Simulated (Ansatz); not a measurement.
**SiHF3 (SMILES F[SiH](F)F) at B3LYP/def2-SVPD**

Aim: the vertical ionisation energy of SiHF3 at B3LYP/def2-SVPD, from 2 runs. 

The results are computed with Ansatz 0.2.0.

55 further runs of the same task are left out: 55 set aside as unsound or not needed.

### 1 Starting point

SiHF3 has 5 atoms, charge 0, and is taken as a singlet. SMILES: `F[SiH](F)F`. Geometry: relaxed at PBE0-D4/def2-TZVP.

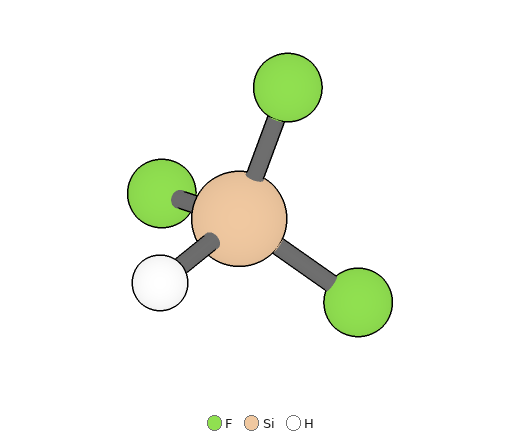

The structure, seen from a chosen angle (fluorine green, silicon light orange, hydrogen white).

### 2 A single-point energy at B3LYP/def2-SVPD

File in.yaml:

```yaml
crystal:
  periodic: [false, false, false]
  atoms:
    - {symbol: F, position_ang: [-0.447100, -0.082200, 1.491300]}
    - {symbol: Si, position_ang: [0.040700, 0.001700, -0.001800]}
    - {symbol: F, position_ang: [-0.597100, 1.281400, -0.657200]}
    - {symbol: F, position_ang: [-0.495900, -1.263300, -0.767200]}
    - {symbol: H, position_ang: [1.499400, 0.062400, -0.065100]}
basis:
  gaussian:
    orbitals: def2-SVPD
hamiltonian:
  xc: {name: B3LYP}
accuracy: high
output:
  orbitals: {seedname: orbitals}
```

Started as:

```bash
$ ansatz run in.yaml --threads 1 --pin off --max-ram 3480MiB --events-out events.jsonl --progress --plain --runs-dir runs
```

The program printed:

```text
Warning: RAYON_NUM_THREADS=1 ignored (pool sized by the plan → 1); use --threads N
Functional definition: B3LYP
  name "B3LYP"
  parameter a0 = 0.2
  parameter ax = 0.72
  parameter ac = 0.81
  exchange = (1 - a0 - ax)*slater_x + ax*b88_x + a0*exact_x
  correlation = (1 - ac)*vwn_rpa_c + ac*lyp_c
1966 factors; integrals over basis functions are off by at most 3.3e-9 eV
mean field evaluation 1: about -16037.4517 eV, gradient 5.3e1 eV
mean field evaluation 2: about -16030.9514 eV, gradient 8.6e1 eV
mean field evaluation 4: about -16041.5755 eV, gradient 3.2e-1 eV
mean field evaluation 8: about -16041.6663 eV, gradient 4.5e-3 eV
mean field evaluation 16: about -16041.6663 eV, gradient 2.8e-7 eV
mean field -16041.66626280 eV, -589.5203617260 hartree, gradient 7.7e-8 eV, S^2 0.000000; 0 other end points of the search recorded, 0 dependent functions left out
reference -16041.66629896 eV, -589.5203630547 hartree; 21, 21 occupied and 80, 80 virtual orbitals, 1966 factors
Total energy: -16041.66629896 eV, -589.5203630547 hartree
```

Wall time 6.6 s (1 thread of Arm Neoverse V2, shared host); peak memory 0.32 GiB.

### 3 The doublet cation, same level

File input.yaml:

```yaml
crystal:
  periodic: [false, false, false]
  atoms:
    - {symbol: F, position_ang: [-0.447100, -0.082200, 1.491300]}
    - {symbol: Si, position_ang: [0.040700, 0.001700, -0.001800]}
    - {symbol: F, position_ang: [-0.597100, 1.281400, -0.657200]}
    - {symbol: F, position_ang: [-0.495900, -1.263300, -0.767200]}
    - {symbol: H, position_ang: [1.499400, 0.062400, -0.065100]}
basis:
  gaussian:
    orbitals: def2-SVPD
total_charge: 1
magnetization:
  spin_polarized: true
  initial_magnetization: 1
hamiltonian:
  xc: {name: B3LYP}
accuracy: high
output: {orbitals: {seedname: orbitals}}
```

Started as:

```bash
$ ansatz run input.yaml --threads 1 --pin off --max-ram 3480MiB --events-out events.jsonl --progress --plain --runs-dir runs
```

The program printed:

```text
Warning: RAYON_NUM_THREADS=1 ignored (pool sized by the plan → 1); use --threads N
Functional definition: B3LYP
  name "B3LYP"
  parameter a0 = 0.2
  parameter ax = 0.72
  parameter ac = 0.81
  exchange = (1 - a0 - ax)*slater_x + ax*b88_x + a0*exact_x
  correlation = (1 - ac)*vwn_rpa_c + ac*lyp_c
1965 factors; integrals over basis functions are off by at most 3.3e-9 eV
mean field evaluation 1: about -16011.8263 eV, gradient 6.9e1 eV
mean field evaluation 2: about -15952.5271 eV, gradient 1.5e2 eV
mean field evaluation 4: about -16027.2263 eV, gradient 6.1e0 eV
mean field evaluation 8: about -16027.4967 eV, gradient 4.3e-1 eV
mean field evaluation 16: about -16027.4976 eV, gradient 4.6e-4 eV
mean field evaluation 32: about -16027.4727 eV, gradient 1.7e0 eV
mean field -16027.49758945 eV, -588.9996725843 hartree, gradient 4.2e-8 eV, S^2 0.756643; 4 other end points of the search recorded, 0 dependent functions left out
reference -16027.49762733 eV, -588.9996739764 hartree; 21, 20 occupied and 80, 81 virtual orbitals, 1965 factors
Total energy: -16027.49762733 eV, -588.9996739764 hartree
```

Run time: 16 s. Hardware: 1 thread of Arm Neoverse V2, shared host; peak memory 0.43 GiB.

### 4 Results

At B3LYP/def2-SVPD:

| quantity | value |
| --- | --- |
| singlet SiHF3: total energy | -589.52036 Eh |
| singlet SiHF3: HOMO energy | -11.11 eV |
| singlet SiHF3: LUMO energy | 0.24 eV |
| singlet SiHF3: HOMO–LUMO gap | 11.35 eV |
| doublet cation: total energy | -588.99967 Eh |
| doublet cation: HOMO energy (highest over α and β) | -19.40 eV |
| doublet cation: LUMO energy (lowest over α and β) | -17.15 eV |
| doublet cation: ⟨S²⟩ | 0.757 |
| vertical ionisation energy (to the doublet cation) | 14.169 eV |

Removing an electron at fixed nuclei costs 14.17 eV (327 kcal/mol). The negative HOMO energy of the first species, 11.11 eV, lies 3.06 eV below that difference.
